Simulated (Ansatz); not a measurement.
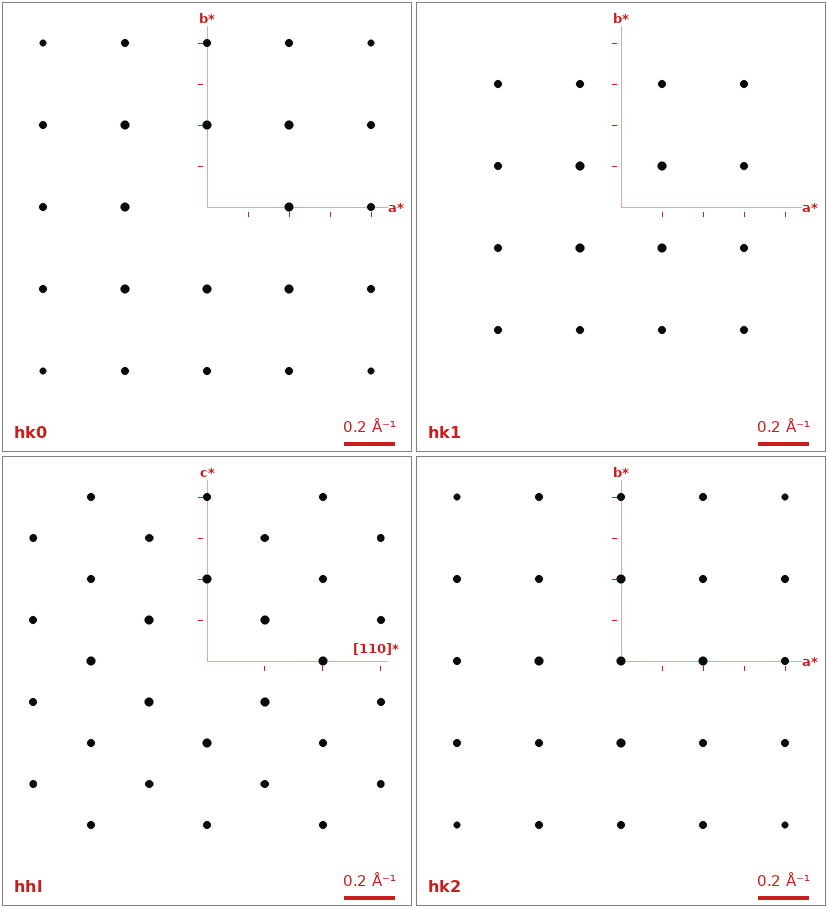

Simulated precession-type sections (X-rays; kinematic intensities, B = 0.5 Å²). The ticks mark integer indices of the conventional cell.

The compound is Sr. Structure: the input geometry of an electronic-structure calculation (not necessarily at equilibrium).

### What cell do the layers give?

a* = 0.164, b* = 0.164, c* = 0.164 Å⁻¹; the cell is cubic with a = 6.08 Å.

### Which reflection conditions do the layers show?

Reflections are present only under these conditions. hkl: h + k = 2n, h + l = 2n; hk0: h = 2n, k = 2n; hhl: h + l = 2n; h00: h = 2n. The lattice is face-centred (F).

### Which space groups fit?

The intensities have Laue symmetry m-3m (the hk0 layer shows 4mm, hk1 shows 4mm). With these conditions the candidates are F432 (No. 209), F-43m (No. 216), Fm-3m (No. 225). Diffraction geometry alone does not choose among them; the structure has Fm-3m.
